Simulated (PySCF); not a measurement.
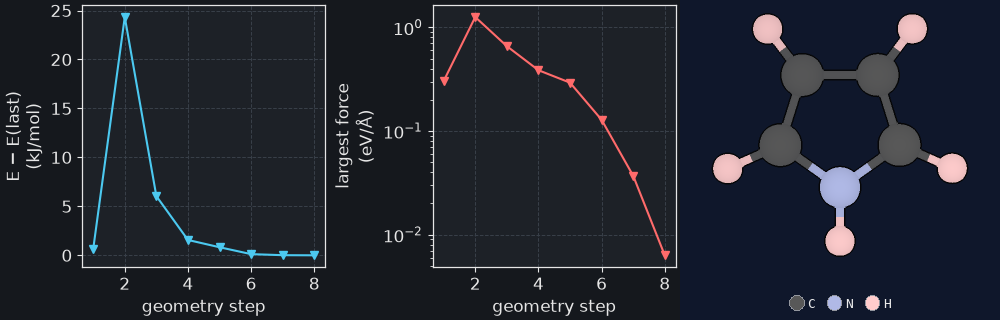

Beside the plot: the molecule at the start.

History of a geometry optimisation.

- system: C4H5N (SMILES c1cc[nH]c1)
- method: PBE0-D3(BJ)/def2-SVP, geometry optimisation in PySCF 2.14.0, density fitting

### How did it end, and what did it gain?

The optimisation met its thresholds at geometry 8, counting the start as the first. The energy fell by about 0.62 kJ/mol from the first step to the last, with a rise at step 2. The largest force goes from about 0.3 eV/Å at the start to 6 × 10⁻³ eV/Å at the end, with a peak of 1.3 eV/Å at step 2.

### By which step was nine tenths of the energy gained?

By step 7 of 8.
